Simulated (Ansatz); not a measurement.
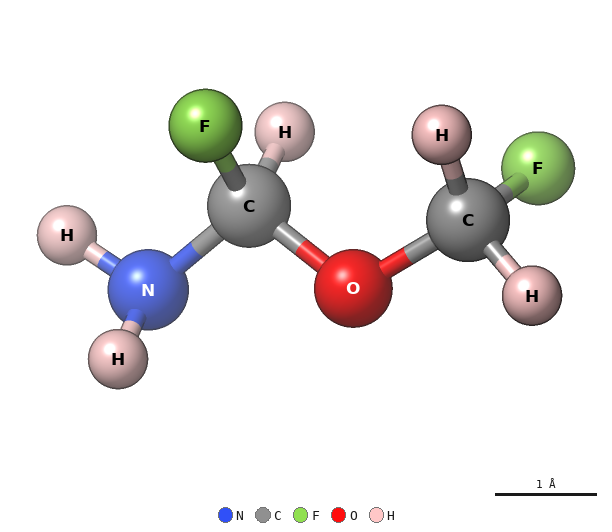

Depth is shown by fading: the farther an atom, the more it takes the colour of the background. The geometry was computed by an optimisation with PBE-D4/def2-SVP. No frequency run is at hand to confirm it as a minimum. Masses are those of the most abundant isotopes; constants are for the rigid equilibrium geometry.

> What kind of rotor is it, and what are its rotational constants in GHz?

An asymmetric top (C1): A = 6.74, B = 2.21, C = 1.97 GHz. Ray's parameter κ is −0.90, close to the prolate limit.
